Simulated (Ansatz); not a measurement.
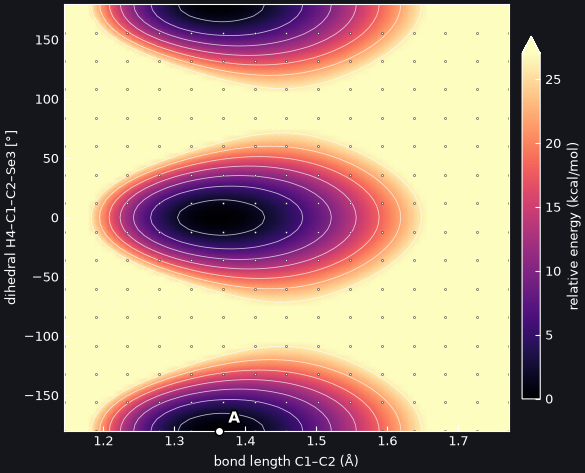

C2H3Se, SMILES C=C[Se], spin multiplicity 2. Coordinates scanned: (1) bond length C1–C2; (2) dihedral H4–C1–C2–Se3. Nothing is relaxed (all other coordinates rigid). The scan uses a 15 × 15 grid; 120 points were computed and 105 follow by symmetry. Points are written as (first, second). All energies are given in kcal/mol relative to the relaxed molecule at the same level. In part of the range the unrestricted reference is strongly spin-contaminated. All numbers below come from UHF/def2-SVP in Ansatz.

Drawn: a smooth colour map with a few white contour lines, dots at the grid points, one colour for all values above the top of the scale, the well A. Between grid points the surface is interpolated.

> Estimate the position of the minimum and the force constants in these coordinates. Take the well at A.

The interpolated minimum is at bond length C1–C2 ≈ 1.362 Å, dihedral H4–C1–C2–Se3 ≈ −180°. The curvatures there are about 46 eV/Å² and 2.6 eV/rad², with a cross term of about 0 eV/(Å·rad). Round the minimum the two coordinates are nearly uncoupled. (1 eV is 23.1 kcal/mol.)
